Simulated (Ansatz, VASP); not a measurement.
# Cross-check of FePb between VASP and Ansatz

One calculation is typed for both programs; each brings its own data sets and cutoff. How far apart do they land? The cell is invented: As first built, before any earlier steps moved the atoms: it takes the MgZr structure with all of its atoms replaced by other elements, volume scaled by an estimate. It may not be a known or stable phase. The cell comes out of earlier VASP steps on this material, which relaxed, scaled or displaced it; both programs get it as it stands.

Calculated with Ansatz 0.2.0; plane waves, with VASP 6.6.1 beside it; band structure at LDA and single point at LDA.

## 1. Set-up

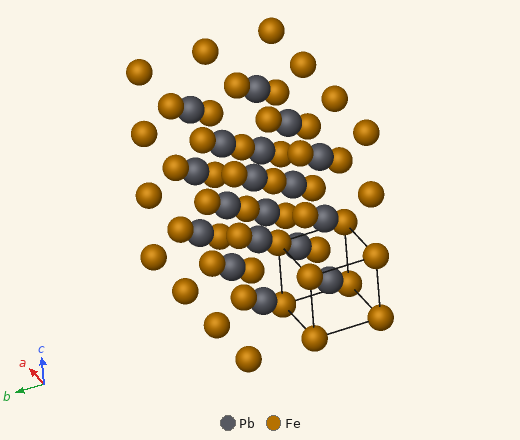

Start, viewed from a free direction; lead dark grey, iron orange. 3×2×3 cells are drawn. Some periodic images of atoms are drawn too.

Structure file:

```cif
data_structure
_symmetry_space_group_name_H-M 'P 1'
_symmetry_Int_Tables_number 1
_cell_length_a 3.2300
_cell_length_b 3.2300
_cell_length_c 3.2300
_cell_angle_alpha 90.000
_cell_angle_beta 90.000
_cell_angle_gamma 90.000
_cell_volume 33.70
loop_
_atom_site_label
_atom_site_type_symbol
_atom_site_fract_x
_atom_site_fract_y
_atom_site_fract_z
_atom_site_occupancy
Pb1 Pb 0.50000 0.50000 0.50000 1
Fe2 Fe 0.00000 0.00000 0.00000 1
```

## 2. VASP: band structure, LDA

Levels along a path test the potential and the projectors away from the mesh points.

Lines of VASP's logs that name or quote its potential files are left out, and so is its time.

File INCAR:

```
SYSTEM = FePb
PREC = Accurate
ENCUT = 400
EDIFF = 1E-06
NELM = 100
ISMEAR = 1
SIGMA = 0.2
LREAL = .FALSE.
ALGO = Normal
GGA = CA
NBANDS = 24
ISPIN = 2
MAGMOM = -0.067 1.868
LMAXMIX = 4
LORBIT = 11
LWAVE = .FALSE.
LCHARG = .FALSE.
```

File POSCAR:

```
FePb
1.0
    3.2300018626      0.0000000000      0.0000000000
    0.0000000000      3.2300018626      0.0000000000
    0.0000000000      0.0000000000      3.2300018626
Pb Fe
1 1
Direct
    0.5000000000      0.5000000000      0.5000000000
    0.0000000000      0.0000000000      0.0000000000
```

File KPOINTS:

```
Automatic mesh
0
Gamma
7 7 7
0 0 0
```

File KPOINTS_OPT:

```
Line mode
16
Line-mode
Reciprocal
  0.00000000   0.00000000   0.00000000 GAMMA
  0.00000000   0.50000000   0.00000000 X

  0.00000000   0.50000000   0.00000000 X
  0.50000000   0.50000000   0.00000000 M

  0.50000000   0.50000000   0.00000000 M
  0.00000000   0.00000000   0.00000000 GAMMA

  0.00000000   0.00000000   0.00000000 GAMMA
  0.50000000   0.50000000   0.50000000 R

  0.50000000   0.50000000   0.50000000 R
  0.00000000   0.50000000   0.00000000 X

  0.50000000   0.50000000   0.00000000 M
  0.50000000   0.50000000   0.50000000 R
```

Potentials, in the order of the species: Pb_d and Fe (LDA family, release 64).

The run is started by

```bash
$ mpirun -np 1 vasp_std
```

Numbers of over 12 decimals in the logs are rounded to 6 here.

The program printed:

```text
[banner, memory and clock lines left out]
running    1 mpi-ranks, on    1 nodes
 distrk:  each k-point on    1 cores,    1 groups
 distr:  one band on    1 cores,    1 groups

 POSCAR found type information on POSCAR PbFe
 POSCAR found :  2 types and       2 ions
 LDA part: xc-table for (Slater(with rela. corr.)+CA(PZ))
 , standard interpolation
 POSCAR, INCAR and KPOINTS ok, starting setup
 FFT: planning ... GRIDC
 FFT: planning ... GRID_SOFT
 FFT: planning ... GRID
 WAVECAR not read
 entering main loop
       N       E                     dE             d eps       ncg     rms          rms(c)
DAV:   1     0.169830578275E+03    0.16983E+03   -0.84645E+03  2088   0.985E+02
DAV:   2    -0.152988597223E+01   -0.17136E+03   -0.16189E+03  1968   0.269E+02
DAV:   3    -0.126312293430E+02   -0.11101E+02   -0.10961E+02  2392   0.799E+01
DAV:   4    -0.128707190052E+02   -0.23949E+00   -0.23926E+00  2184   0.121E+01
DAV:   5    -0.128790113558E+02   -0.82924E-02   -0.82920E-02  2560   0.216E+00    0.865E+00
DAV:   6    -0.143510550858E+02   -0.14720E+01   -0.19953E+01  2248   0.377E+01    0.149E+01
DAV:   7    -0.121217488210E+02    0.22293E+01   -0.75037E+00  2240   0.281E+01    0.192E+00
DAV:   8    -0.121158863916E+02    0.58624E-02   -0.10656E-01  2512   0.243E+00    0.123E+00
DAV:   9    -0.121137305233E+02    0.21559E-02   -0.13882E-02  2872   0.944E-01    0.615E-01
DAV:  10    -0.121135672588E+02    0.16326E-03   -0.35496E-03  2896   0.489E-01    0.235E-01
DAV:  11    -0.121133450590E+02    0.22220E-03   -0.70902E-04  2872   0.267E-01    0.103E-01
DAV:  12    -0.121132738007E+02    0.71258E-04   -0.10036E-04  3208   0.813E-02    0.411E-02
DAV:  13    -0.121132692579E+02    0.45428E-05   -0.13614E-05  2608   0.257E-02    0.600E-03
DAV:  14    -0.121132691792E+02    0.78664E-07   -0.98547E-07  1360   0.767E-03
   1 F= -.12113269E+02 E0= -.12111872E+02  d E =-.419134E-02  mag=     1.7723
 Start KPOINTS_OPT (optional k-point list driver)
k-point batch [1-20\96]
       N       E                     dE             ncg
DAV:   1     0.361249991332E+04   -0.33357E+04     2080
DAV:   2     0.692765315251E+02   -0.35432E+04     1936
DAV:   3    -0.166516049272E+03   -0.23579E+03     2504
DAV:   4    -0.171516666603E+03   -0.50006E+01     2080
DAV:   5    -0.171687312649E+03   -0.17065E+00     2768
DAV:   6    -0.171694923525E+03   -0.76109E-02     2472
DAV:   7    -0.171695075165E+03   -0.15164E-03     2840
DAV:   8    -0.171695077715E+03   -0.25495E-05     1704
DAV:   9    -0.171695077853E+03   -0.13804E-06     1744
[...]
k-point batch [81-96\96]
       N       E                     dE             ncg
DAV:   1     0.519887366755E+04   -0.11180E+05     1680
DAV:   2     0.252230022209E+04   -0.26766E+04     1536
DAV:   3     0.234532865005E+04   -0.17697E+03     2024
DAV:   4     0.234156950336E+04   -0.37591E+01     1832
DAV:   5     0.234143425906E+04   -0.13524E+00     2056
DAV:   6     0.234142759817E+04   -0.66609E-02     2128
DAV:   7     0.234142753673E+04   -0.61443E-04     2096
DAV:   8     0.234142753576E+04   -0.96530E-06     1336
```

Parts of OUTCAR (step 2):

```text
ion  position               nearest neighbor table
   1  0.500  0.500  0.500-   2 2.80   2 2.80   2 2.80   2 2.80   2 2.80   2 2.80   2 2.80   2 2.80

  LATTYP: Found a simple cubic cell.
 ALAT       =     3.2300018626

 Subroutine GETGRP returns: Found 48 space group operations
 (whereof 48 operations were pure point group operations)

The static configuration has the point symmetry O_h .

 Found     20 irreducible k-points:

   k-points           NKPTS =     20   k-points in BZ     NKDIM =     20   number of bands    NBANDS=     24

   dimension x,y,z NGX =    24 NGY =   24 NGZ =   24
   dimension x,y,z NGXF=    48 NGYF=   48 NGZF=   48

   ENCUT  =  400.0 eV  29.40 Ry    5.42 a.u.   5.27  5.27  5.27*2*pi/ulx,y,z

   NELECT =      22.0000    total number of electrons

 k-points in reciprocal lattice and weights: Automatic mesh
   0.00000000  0.00000000  0.00000000       0.003
   0.14285714  0.00000000  0.00000000       0.017
   0.28571429  0.00000000  0.00000000       0.017
   0.42857143  0.00000000  0.00000000       0.017
   0.14285714  0.14285714  0.00000000       0.035
   0.28571429  0.14285714  0.00000000       0.070
   0.42857143  0.14285714  0.00000000       0.070
   0.28571429  0.28571429  0.00000000       0.035
   0.42857143  0.28571429  0.00000000       0.070
[...]
0.42857143  0.42857143  0.28571429       0.070
   0.42857143  0.42857143  0.42857143       0.023

 average (electrostatic) potential at core
       1 -88.1359       2 -40.2658

 E-fermi :   9.1402

 spin component 1
 k-point     1 :       0.0000    0.0000    0.0000
  band No.  band energies     occupation
    ...
      7       6.7227      1.00000
      8       6.7227      1.00000
      9       7.8837      1.00000
     10       7.8837      1.00000
     11       7.8837      1.00000
     12      11.9071     -0.00000
     13      11.9071     -0.00000
     14      11.9071     -0.00000
     15      15.4381      0.00000
     16      18.6321      0.00000
    ...

 k-point     2 :       0.1429    0.0000    0.0000
  band No.  band energies     occupation
    ...
      7       6.5681      1.00000
      8       6.7145      1.00000
      9       7.6612      1.00000
     10       7.6612      1.00000
     11       7.8674      1.00000
     12       9.9058     -0.00000
     13      12.5360     -0.00000
     14      12.5360     -0.00000
     15      16.4563      0.00000
     16      18.7226      0.00000
    ...

 k-point     3 :       0.2857    0.0000    0.0000
  band No.  band energies     occupation
    ...
      8       6.6958      1.00000
      9       7.2748      1.00000
     10       7.2748      1.00000
     11       7.8303      1.00000
     12       8.4222      1.00000
     13      14.1050      0.00000
     14      14.1050      0.00000
     15      17.0092      0.00000
     16      19.0182      0.00000
     17      21.9237      0.00000
    ...

 k-point     4 :       0.4286    0.0000    0.0000
  band No.  band energies     occupation
    ...
      8       6.6804      1.00000
      9       7.0301      1.00000
     10       7.0301      1.00000
     11       7.8005      1.00000
     12       8.3648      1.00000
     13      16.0697      0.00000
     14      16.0697      0.00000
     15      17.6852      0.00000
     16      19.5809      0.00000
     17      19.6860      0.00000
    ...

 k-point     5 :       0.1429    0.1429    0.0000
  band No.  band energies     occupation
    ...
      7       6.5974      1.00000
      8       6.6106      1.00000
      9       7.3673      1.00000
     10       7.5549      1.00000
     11       7.8257      1.00000
     12      10.3066     -0.00000
     13      10.6248     -0.00000
     14      13.0656     -0.00000
     15      17.5439      0.00000
     16      20.3022      0.00000
    ...

 k-point     6 :       0.2857    0.1429    0.0000
  band No.  band energies     occupation
    ...
      8       6.6706      1.00000
      9       7.1203      1.00000
     10       7.3118      1.00000
     11       7.7854      1.00000
     12       8.6573      1.00168
     13      11.6830     -0.00000
     14      14.4642      0.00000
     15      18.0548      0.00000
     16      18.7218      0.00000
     17      21.0071      0.00000
    ...

  Total       -0.0133809     -0.0133809     -0.0133809      0.0000000      0.0000000     -0.0000000
  in kB       -0.6361897     -0.6361897     -0.6361897      0.0000000      0.0000000     -0.0000000
  external PRESSURE =      -0.6361897 kB  Pullay stress =       0.0000000 kB

  energy-cutoff  :      400.00
  volume of cell :       33.70
      direct lattice vectors                 reciprocal lattice vectors
     3.230001863  0.000000000  0.000000000     0.309597345  0.000000000  0.000000000
     0.000000000  3.230001863  0.000000000     0.000000000  0.309597345  0.000000000
     0.000000000  0.000000000  3.230001863     0.000000000  0.000000000  0.309597345

 POSITION                                       TOTAL-FORCE (eV/Angst)
 -----------------------------------------------------------------------------------
      1.61500      1.61500      1.61500         0.000000      0.000000      0.000000
      0.00000      0.00000      0.00000         0.000000      0.000000      0.000000
 -----------------------------------------------------------------------------------
    total drift:                                0.000000      0.000000     -0.000000

  FREE ENERGIE OF THE ION-ELECTRON SYSTEM (eV)
  ---------------------------------------------------
  free  energy   TOTEN  =       -12.1132691792 eV

  energy  without entropy=      -12.1090778391  energy(sigma->0) =      -12.11187207

 total charge
# of ion       s       p       d       tot
------------------------------------------
    1        1.277   1.066   9.855  12.198
    2        0.343   0.313   6.441   7.096
--------------------------------------------------
tot          1.620   1.378  16.296  19.294

 magnetization (x)
# of ion       s       p       d       tot
------------------------------------------
    1        0.005  -0.070  -0.001  -0.067
    2        0.010  -0.002   1.860   1.868
--------------------------------------------------
tot          0.015  -0.073   1.859   1.801

[... 6 further parts left out ...]
```

The run ends at a pressure of -0.06 GPa.

[end of part 1 of 3]

[Lines on the potential files, build, host, timing and source positions are cut from VASP's logs without a mark.]

[Logs are printed without paths, hosts, clocks, repeated set-up lines and the standing remarks that a program may print on its own settings, such as how far it seeks lower states.]

[Hosts, paths, dates, database ids (printed as entryN), source tags and the programs' standing remarks are cut or masked in the printed files.]
